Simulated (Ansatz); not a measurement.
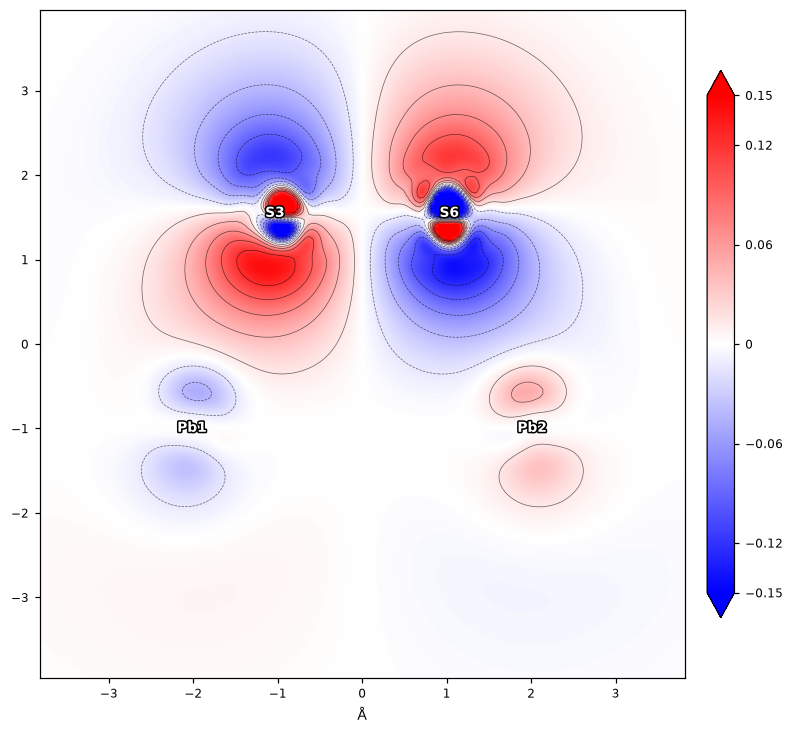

*Pb2S5 (charge −1, doublet). The HOMO (α) on the plane of atoms Pb1, S3 and S6 (values in Å⁻³ᐟ²; the overall sign is arbitrary).*

Geometry: PBE-D4/def2-SVPD; core potentials replace the inner electrons of Pb.

These are results of UKS PBE0-D4/def2-SVP in Ansatz 0.2.0, not measurements.

```tsv
atom	x (Å)	y (Å)	z (Å)
Pb	-1.0397	1.9010	0.1196
Pb	2.0605	-0.6707	0.1124
S	-1.2716	0.0890	-1.9033
S	1.5280	1.8415	0.3471
S	-1.5931	-0.3083	1.6167
S	0.3186	-1.2277	-1.9082
S	-0.0028	-1.6248	1.6157
```

Q: Describe this orbital and give its energy.

A: By Hirshfeld shares it lies mainly on S3 (about 25 %), S5 (about 25 %), S6 (about 25 %) and S7 (about 25 %). Its energy is −1.65 eV.
